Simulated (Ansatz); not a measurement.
**ClGaH5N: two geometries relaxed, part 1 of 2**

Aim: relax the geometries before and after the reaction (exchange4), and see whether they are two minima and how far apart in energy. Meant to form: Ga1–N6, H5–Cl2; to break: Ga1–Cl2, H5–N6. The start is a guess near the saddle point, from which both ends are pulled out.

Program: Ansatz 0.2.0. Level of theory: RKS PBE0/def2-SVP. These are calculated values, not measurements.

## (1) The structure to begin with

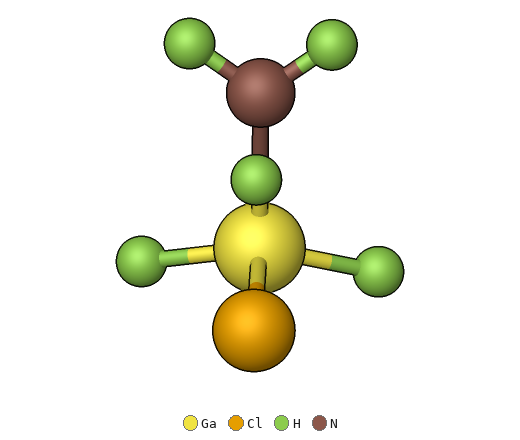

The starting structure, seen from a free direction (gallium yellow, chlorine amber, hydrogen green, nitrogen brown).

Coordinates:

```xyz
8

Ga    0.2044    1.1293   -0.4001
Cl    1.9806   -0.7594   -0.7303
H     0.6934    2.1608    0.6487
H    -0.5034    1.4914   -1.7309
H     0.4801   -1.1753    0.0825
N    -0.6911   -0.7170    0.5292
H    -1.4227   -1.2477    0.0719
H    -0.7412   -0.8821    1.5290
```

## (2) A restrained relaxation towards end A

Springs on the bonds that form and break draw the guess towards this end; the thresholds are loose.

File input.yaml:

```yaml
crystal:
  periodic: [false, false, false]
  atoms:
    - { symbol: Ga, position_ang: [0.2044, 1.1293, -0.4001] }
    - { symbol: Cl, position_ang: [1.9806, -0.7594, -0.7303] }
    - { symbol: H, position_ang: [0.6934, 2.1608, 0.6487] }
    - { symbol: H, position_ang: [-0.5034, 1.4914, -1.7309] }
    - { symbol: H, position_ang: [0.4801, -1.1753, 0.0825] }
    - { symbol: "N", position_ang: [-0.6911, -0.717, 0.5292] }
    - { symbol: H, position_ang: [-1.4227, -1.2477, 0.0719] }
    - { symbol: H, position_ang: [-0.7412, -0.8821, 1.529] }
basis:
  gaussian: { orbitals: def2-SVP }
hamiltonian:
  xc: pbe0
relax:
  f_tol: 0.15
  max_steps: 25
  restrain:
    - { distance: [0, 5], at: 3.23, k: 30.0 }
    - { distance: [4, 1], at: 2.63, k: 30.0 }
    - { distance: [0, 1], at: 2.24, k: 30.0 }
    - { distance: [4, 5], at: 1.02, k: 30.0 }
```

On the command line:

```
$ ansatz run input.yaml --threads 2 --pin off --max-ram 3072MiB --backend cpu --events-out ev --progress --plain --runs-dir out
```

Output (excerpt; [...] marks lines left out):

```text
Warning: RAYON_NUM_THREADS=2 ignored (pool sized by the plan → 2); use --threads N
[...]
Functional definition: PBE0
[...]
941 factors; integrals over basis functions are off by at most 4.8e-4 eV
[...]
mean field -66448.25252559 eV, -2441.9282400721 hartree, gradient 2.9e-5 eV, S^2 0.000000; 0 other end points of the search recorded, 0 dependent functions left out
[...]
reference -66448.25255417 eV, -2441.9282411225 hartree; 30, 30 occupied and 59, 59 virtual orbitals, 941 factors
relax step   1: F+E_penalty+E_count = -66448.25252559 eV  Δ(F+E_penalty+E_count) = +0.000e0 eV  max|allowed force component| = 3.585e0 eV/Å  E_restraint = 29.35427046 eV  max|allowed force component, restraints' pulls added| = 3.332e1 eV/Å  Δτ_max = 0.0000 Å  (25 SCF iters, accepted)
[...]
relax step   7: F+E_penalty+E_count = -66448.86269883 eV  Δ(F+E_penalty+E_count) = -9.927e-3 eV  max|allowed force component| = 8.093e-1 eV/Å  E_restraint = 0.01081059 eV  max|allowed force component, restraints' pulls added| = 1.022e0 eV/Å  Δτ_max = 0.1951 Å  (27 SCF iters, accepted)
[...]
relax step   8: F+E_penalty+E_count = -66448.88499591 eV  Δ(F+E_penalty+E_count) = -2.230e-2 eV  max|allowed force component| = 8.361e-1 eV/Å  E_restraint = 0.00935312 eV  max|allowed force component, restraints' pulls added| = 5.235e-2 eV/Å  Δτ_max = 0.0514 Å  (27 SCF iters, accepted)
  distance Ga 0 - N 5 = 3.2111 Å
  distance H 4 - Cl 1 = 2.6335 Å
  distance Ga 0 - Cl 1 = 2.2241 Å
  distance H 4 - N 5 = 1.0205 Å
942 factors; integrals over basis functions are off by at most 5.2e-4 eV
mean field -66448.88499591 eV, -2441.9514829279 hartree, gradient 9.2e-6 eV, S^2 0.000000; 1 other end points of the search recorded, 0 dependent functions left out
[...]
reference -66448.88502593 eV, -2441.9514840309 hartree; 30, 30 occupied and 59, 59 virtual orbitals, 942 factors
Total energy: -66448.88502593 eV, -2441.9514840309 hartree
Atom 0 at     0.637474     1.463844    -0.698203 Å, force     0.042580    -0.836064     0.203023 eV/Å
Atom 1 at     2.040255    -0.248342    -0.915122 Å, force    -0.218952     0.423453    -0.006959 eV/Å
Atom 2 at     0.900004     2.340839     0.560716 Å, force     0.000866     0.007126     0.008198 eV/Å
Atom 3 at    -0.317878     1.654640    -1.911903 Å, force    -0.006539     0.007486    -0.012051 eV/Å
Atom 4 at     0.055583    -1.414645     0.363908 Å, force    -0.035509    -0.068676     0.039329 eV/Å
Atom 5 at    -0.836278    -1.033391     0.681311 Å, force     0.247931     0.477624    -0.251875 eV/Å
Atom 6 at    -1.576201    -1.570021     0.236224 Å, force    -0.037292    -0.015708    -0.032016 eV/Å
Atom 7 at    -0.902859    -1.192925     1.683068 Å, force     0.006916     0.004760     0.052351 eV/Å
Dipole moment:    -0.415977    -0.100091     0.225547 e Å
```

Wall time 9.7 s (2 threads of Intel Xeon 6975P-C (Granite Rapids), shared host); peak memory 0.2 GiB.

Step by step:

```
step  energy from step 1 (eV)  largest force component (eV/Å)
   1                   0.0000                          3.5855
   2                  -0.3559                          4.7172
   3                  -0.4479                          2.1208
   4                  -0.3875                          1.5740
   5                  -0.6032                          1.0348
   6                  -0.6002                          1.1420
   7                  -0.6102                          0.8093
   8                  -0.6325                          0.8361
```

Step 1 is the start. Energies and forces in the table leave out the springs, which the log lists apart; the run stops on the force with the springs' pull added.

After: Bond lengths: Ga1–Cl2 2.224 Å, Ga1–H3 1.557 Å, Ga1–H4 1.556 Å, H5–N6 1.021 Å, N6–H7 1.017 Å, N6–H8 1.017 Å. Angles: Cl2–Ga1–H3 114.0°, Cl2–Ga1–H4 113.9°, H3–Ga1–H4 131.7°, H5–N6–H7 107.6°, H5–N6–H8 107.8°, H7–N6–H8 107.5°.

Pairs that crossed the distance rule for bonds on the way: came closer H5–N6; moved apart Ga1–N6.

## (3) Relaxing end A

It starts where the restrained run ended.

File input.yaml:

```yaml
crystal:
  periodic: [false, false, false]
  atoms:
    - { symbol: Ga, position_ang: [0.637474, 1.463844, -0.698203] }
    - { symbol: Cl, position_ang: [2.040255, -0.248342, -0.915122] }
    - { symbol: H, position_ang: [0.900004, 2.340839, 0.560716] }
    - { symbol: H, position_ang: [-0.317878, 1.65464, -1.911903] }
    - { symbol: H, position_ang: [0.055583, -1.414645, 0.363908] }
    - { symbol: "N", position_ang: [-0.836278, -1.033391, 0.681311] }
    - { symbol: H, position_ang: [-1.576201, -1.570021, 0.236224] }
    - { symbol: H, position_ang: [-0.902859, -1.192925, 1.683068] }
basis:
  gaussian: { orbitals: def2-SVP }
hamiltonian:
  xc: pbe0
relax:
  f_tol: 0.03
  max_steps: 50
output:
  orbitals: {}
```

On the command line:

```
$ ansatz run input.yaml --threads 2 --pin off --max-ram 3072MiB --backend cpu --events-out ev --progress --plain --runs-dir out
```

Output (excerpt; [...] marks lines left out):

```text
Warning: RAYON_NUM_THREADS=2 ignored (pool sized by the plan → 2); use --threads N
[...]
[... 1 set-up line as earlier in the session ...]
[...]
942 factors; integrals over basis functions are off by at most 5.1e-4 eV
[...]
mean field -66448.88499896 eV, -2441.9514830400 hartree, gradient 4.5e-5 eV, S^2 0.000000; 0 other end points of the search recorded, 0 dependent functions left out
[...]
reference -66448.88502915 eV, -2441.9514841491 hartree; 30, 30 occupied and 59, 59 virtual orbitals, 942 factors
relax step   1: F+E_penalty+E_count = -66448.88499896 eV  Δ(F+E_penalty+E_count) = +0.000e0 eV  max|allowed force component| = 8.362e-1 eV/Å  Δτ_max = 0.0000 Å  (24 SCF iters, accepted)
[...]
relax step   7: F+E_penalty+E_count = -66449.73034967 eV  Δ(F+E_penalty+E_count) = -2.753e-3 eV  max|allowed force component| = 6.809e-2 eV/Å  Δτ_max = 0.0202 Å  (25 SCF iters, accepted)
[...]
reference -66449.73102676 eV, -2441.9825739881 hartree; 30, 30 occupied and 59, 59 virtual orbitals, 942 factors
Total energy: -66449.73102676 eV, -2441.9825739881 hartree
Atom 0 at     0.387590     0.948871    -0.442630 Å, force    -0.015326    -0.003011     0.008103 eV/Å
Atom 1 at     2.166997    -0.263438    -0.975350 Å, force     0.028637    -0.009866    -0.010932 eV/Å
Atom 2 at     0.631281     1.901179     0.780547 Å, force    -0.002374     0.004001     0.001866 eV/Å
Atom 3 at    -0.550283     1.242143    -1.666093 Å, force    -0.003524     0.003362    -0.000899 eV/Å
Atom 4 at     0.118404    -1.473192     0.348346 Å, force     0.008520    -0.005436    -0.001912 eV/Å
Atom 5 at    -0.568863    -0.725587     0.470198 Å, force    -0.013528     0.005696     0.003074 eV/Å
Atom 6 at    -1.436001    -1.013013     0.016939 Å, force    -0.003878     0.001461    -0.004294 eV/Å
Atom 7 at    -0.749026    -0.616964     1.468042 Å, force     0.001473     0.003794     0.004994 eV/Å
Dipole moment:    -0.900901    -0.566611     0.587375 e Å
```

Run time: 9.6 s. Hardware: 2 threads of Intel Xeon 6975P-C (Granite Rapids), shared host; peak memory 0.19 GiB.

Step by step:

```
step  energy from step 1 (eV)  largest force component (eV/Å)
   1                   0.0000                          0.8362
   2                  -0.2124                          0.5309
   3                  -0.5187                          0.5694
   4                  -0.7830                          0.4113
   5                  -0.7831                          1.0139
   6                  -0.8426                          0.2429
   7                  -0.8454                          0.0681
   8                  -0.8460                          0.0286
```

Step 1 is the start.

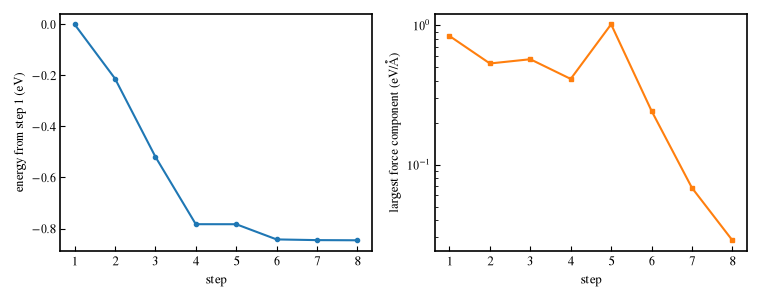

Energy and largest force along the relaxation.

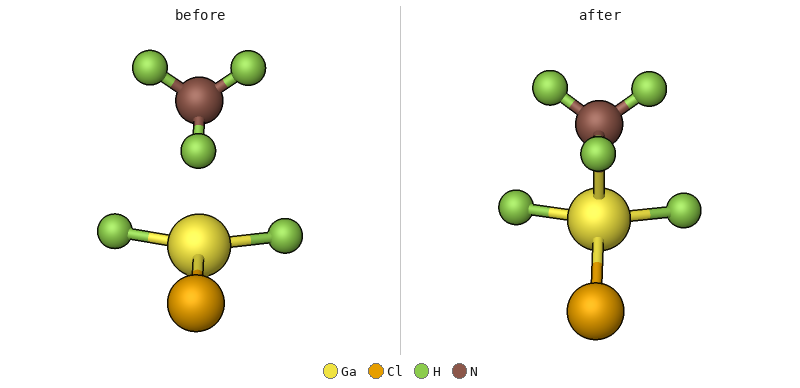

The structure before (left) and after (right), drawn at the same scale.

After: Bond lengths: Ga1–Cl2 2.218 Å, Ga1–H3 1.569 Å, Ga1–H4 1.569 Å, Ga1–N6 2.134 Å, H5–N6 1.023 Å, N6–H7 1.020 Å, N6–H8 1.020 Å. Angles: Cl2–Ga1–H3 113.2°, Cl2–Ga1–H4 113.2°, Cl2–Ga1–N6 91.9°, H3–Ga1–H4 126.0°, H3–Ga1–N6 102.3°, H4–Ga1–N6 102.3°, Ga1–N6–H5 102.8°, Ga1–N6–H7 114.3°, Ga1–N6–H8 114.5°, H5–N6–H7 108.2°, H5–N6–H8 108.2°, H7–N6–H8 108.3°.

Pairs that crossed the distance rule for bonds on the way: came closer Ga1–N6.

(Continued in part 2 of 2.)
